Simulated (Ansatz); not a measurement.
CHFGe (SMILES [CH]#[Ge][F])

The calculation's input:

```
crystal:
  periodic: [false, false, false]
  atoms:
    - symbol: C
      position_ang: [0.032577, 1.319504, 0.404633]
    - symbol: F
      position_ang: [-1.621857, -0.249414, 2.525092]
    - symbol: Ge
      position_ang: [-1.201322, 1.177702, 1.636661]
    - symbol: H
      position_ang: [0.370959, 2.166267, -0.207965]
basis:
  gaussian:
    orbitals: def2-TZVPD
hamiltonian:
  xc: {name: PBE0}
output:
  forces: true
  orbitals: {seedname: orbitals}
```

Run with:

```sh
ansatz run input.yaml --threads 1 --pin off --max-ram 2610MiB --events-out events.jsonl --progress --plain --runs-dir runs
```

Geometry: PBE0-D3(BJ)/def2-SVP.

Theory: isolated molecule in a Gaussian basis; Kohn-Sham density functional theory, functional PBE0 in Ansatz.

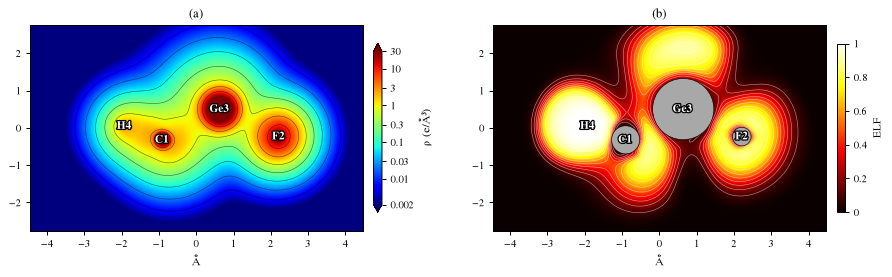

Figure 1. (a) total electron density; (b) electron localisation function on the molecular plane. Grey discs cover the atomic cores in the ELF map.

What do the fields say about this system?

Answer. The plane passes through C, F, Ge and H nuclei.
Ge–F (1.73 Å): ρ is about 0.99 e/Å³ halfway; the ELF peaks at about 0.80 in the valence shell of F, 0.5 Å from its nucleus, and is about 0.25 at the midpoint.
C–Ge (1.75 Å): the density is about 1 e/Å³ at the midpoint; the ELF peaks at about 0.75 in the valence shell of C, 0.7 Å from its nucleus, and is about 0.40 at the midpoint.
C–H (1.10 Å): the density is about 2 e/Å³ at the midpoint; the ELF climbs to about 1 towards the hydrogen, as it does in any bond to H: a covalent bond by its length.
The ELF also peaks beside F2, away from the bonds: lone-pair regions.

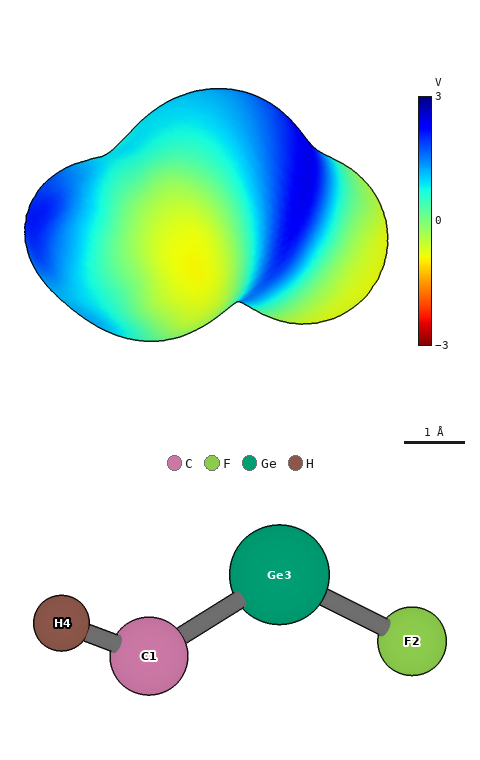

Figure 2. The electrostatic potential painted on the density surface at 0.004 e/bohr³, seen at a tilt; the colour scale runs from red (negative) to blue (positive). The bare structure is drawn below in the same view.

Describe the electrostatic potential map.

Answer. The most negative region (about −0.9 V) lies over C1 and F2, the most positive (about +2.4 V) over Ge3.

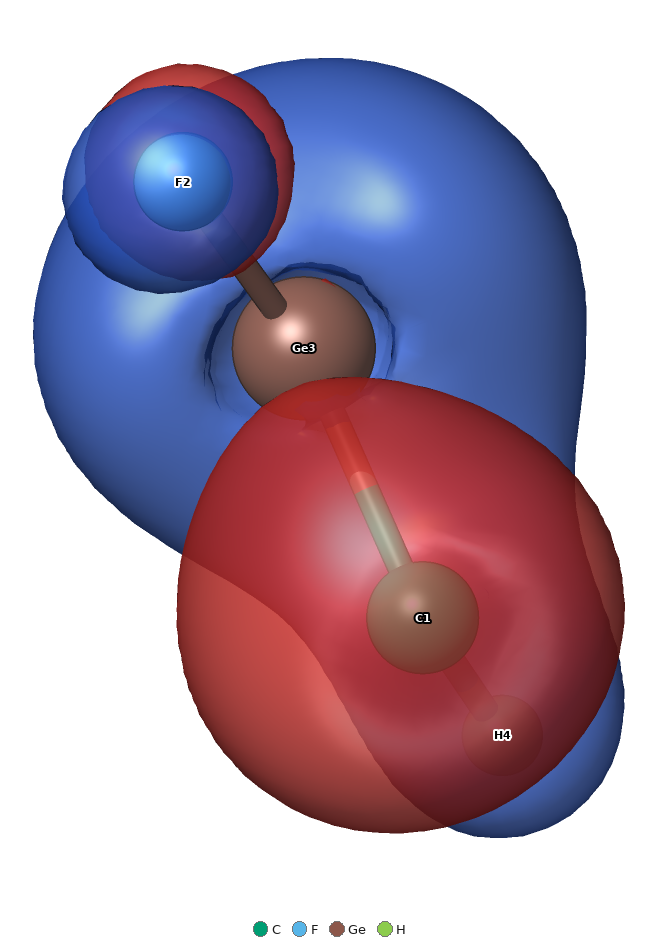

Figure 3. The HOMO−1 at ±0.08 Å⁻³ᐟ² (red and blue are the two phases), seen at an oblique angle.

Describe this orbital and give its energy.

Answer. It lies mainly on Ge3 (about 50 %), C1 (about 40 %) and F2 (about 5 %); it is symmetric in the molecular plane (an in-plane orbital: σ, lone-pair or in-plane π type). Its energy is −8.18 eV.
